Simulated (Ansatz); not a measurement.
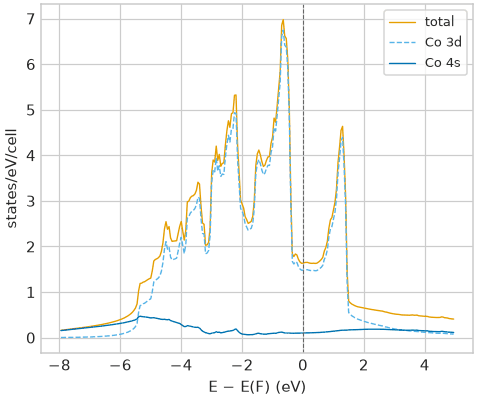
Figure. Total and projected density of states of Co (hcp (Mg type), P6_3/mmc), DFT-PBEsol in the program Ansatz with PAW potentials

### Question
Which orbitals carry the states next to the Fermi level?

### Answer
Within 0.5 eV of the Fermi level: Co 3d 92 %. Projections are on Löwdin-orthogonalised atomic valence shells; empty p or d shells of many metals are not among them.

### Question
Where is the tallest occupied peak in this window, and what makes it?

### Answer
Near -0.6 eV, about 7.0 states/eV per cell; the largest projected share is Co 3d.

Symmetry was held in the PBEsol relaxation. Magnetic state: ferromagnetic, chosen from 5 collinear starts compared on coarse meshes (ties went to the first, and starts can fall back to one state), not a proven ground state. Textbook magnetic order: ferromagnetic.

Potentials: the earlier of the program's two PAW sets. The files were generated under PBE; for other functionals the program regenerates the frozen cores, and for LDA and PBEsol the local potential too.
